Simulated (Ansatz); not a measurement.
# Calculations on BH3BrF

Part 1: Relaxation

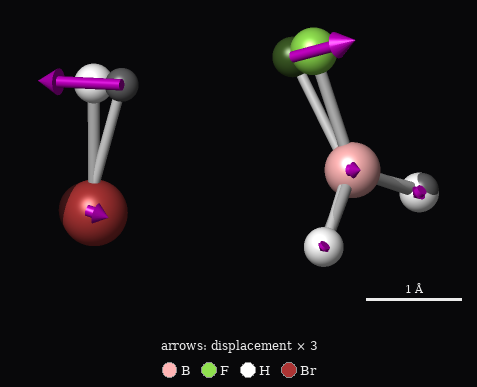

A relaxation of BH₃BrF. The starting structure is drawn faded, the final one solid; purple arrows show the displacements, 3 times their true length. The two geometries are superimposed by the best rigid fit.

Style: ball-and-stick. Shown at a tilt.

The run prepares an end point of a later path (reaction) calculation, from a guessed geometry.

All numbers below come from RKS B3LYP-D4/def2-SVP in Ansatz 0.2.0. Settings: no spin polarisation; force threshold 0.03 eV/Å; at most 50 steps.

> What did the optimiser do to the structure, and how much energy did it gain?

The largest move after the best rigid fit is that of an H atom, 0.33 Å. By element the largest moves are H 0.33 Å, F 0.27 Å, Br 0.08 Å, B 0.05 Å. Some distances before and after: Br–H 1.501 → 1.430 Å. The energy falls by 0.087 eV in 12 accepted moves (14 points after the start). The largest force component goes from 1.3 to 0.018 eV/Å. The line search rejected the trial steps at points 9, 13 of the run.

Part 2: Relaxation

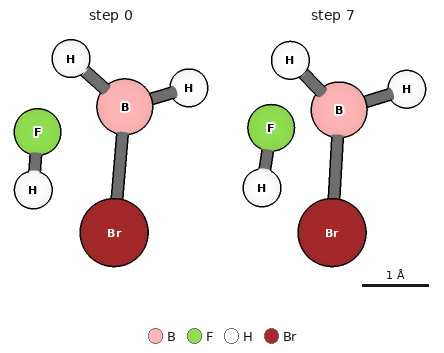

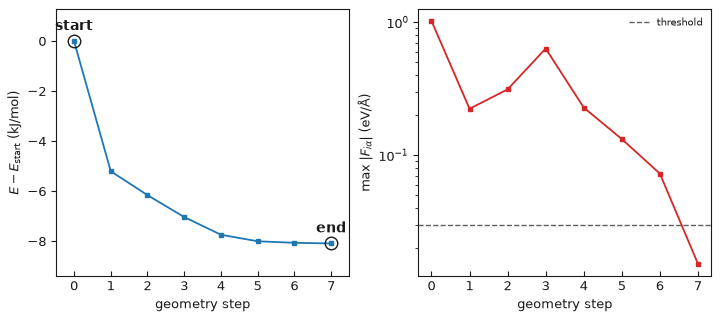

First and last geometry of a relaxation of BH$_{3}$BrF, with the history of the run. The picture is a ball-and-stick view, seen from a free direction.

The run prepares an end point of a later path (reaction) calculation, from a guessed geometry.

Computed with Ansatz 0.2.0, RKS B3LYP-D4/def2-SVP.

The input:
```yaml
crystal:
  periodic: [false, false, false]
  atoms:
    - { symbol: B, position_ang: [0.021463, -0.462126, -0.370825] }
    - { symbol: F, position_ang: [0.002719, 0.217377, 2.05059] }
    - { symbol: H, position_ang: [1.079959, 0.058763, -0.564488] }
    - { symbol: H, position_ang: [-1.06581, -0.002655, -0.560839] }
    - { symbol: Br, position_ang: [0.077727, -2.407686, 0.112936] }
    - { symbol: H, position_ang: [0.028641, -0.686873, 2.254925] }
basis:
  gaussian: { orbitals: def2-SVP }
hamiltonian:
  xc: b3lyp
  dispersion: d4
relax:
  f_tol: 0.03
  max_steps: 50
output:
  orbitals: {}
```

Command:
```bash
ansatz run input.yaml --threads 1 --pin off --max-ram 2048MiB --backend cpu --events-out ev --progress --plain --runs-dir out
```

Question: Read the history and describe the run.

Answer: It converged. The atom that moves furthest after the best rigid fit is F2 (0.34 Å). By element the largest moves are F 0.34 Å, B 0.22 Å, H 0.19 Å, Br 0.12 Å. Some distances before and after: B1–F2 2.515 → 1.962 Å, B1–Br5 2.006 → 1.977 Å, F2–H6 0.927 → 0.942 Å. Bond angles that change, for instance: H3–B1–H4 127.7° → 124.5°. After 7 geometry steps the energy has fallen by 8.09 kJ/mol. Largest force component: 1 eV/Å at the start, 0.015 eV/Å at the end. The run took 8.4 s on 1 thread of AMD EPYC 9R45 96-Core Processor (Zen 5), on a shared host, peak memory 0.17 GiB.

Limits of the set-up: the start holds two separate molecules, 2.5 Å apart at their closest, whose relative position is a soft coordinate.

Part 3: Path

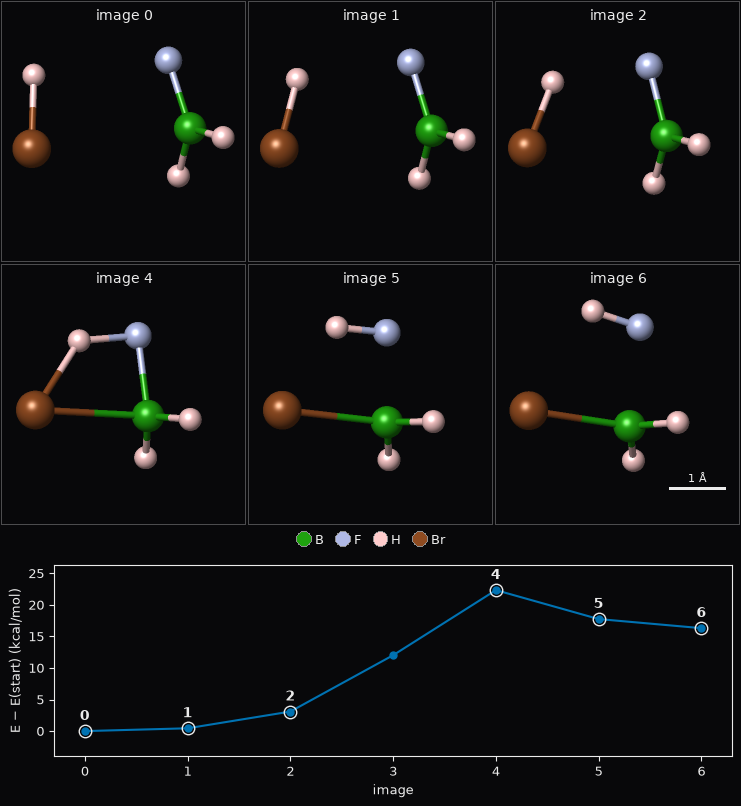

A nudged-elastic-band calculation for BH3BrF, made up at the start of BH2F and HBr. Images are numbered from 0 (start) to 6 (end). The picture is a ball-and-stick view, seen at a tilt.

Computed with RKS B3LYP-D4/def2-SVP in Ansatz. Settings: 5 movable images; climbing image; force threshold 0.05 eV/Å; iteration limit 60; starting path through a guess of the saddle point.

**What happens along the path, and what is the barrier?**

The highest point, image 4, lies 22.3 kcal/mol above the start and 6.0 kcal/mol above the end; the end is at +16.3 kcal/mol relative to the start. Breaking: B–F (1.33 → 1.96 Å), Br–H (1.43 → 2.45 Å). Forming: B–Br (3.22 → 1.98 Å), F–H (2.73 → 0.94 Å). The band is converged. At the top, the vibrational analysis gives one imaginary mode (891i cm⁻¹), as a transition state must have.

Limits of the set-up: the start holds two separate molecules, 2.7 Å apart at their closest, whose relative position is a soft coordinate.

Cost: 49 s on 1 thread of AMD EPYC 9R45 96-Core Processor (Zen 5), on a shared host, peak memory 0.2 GiB.
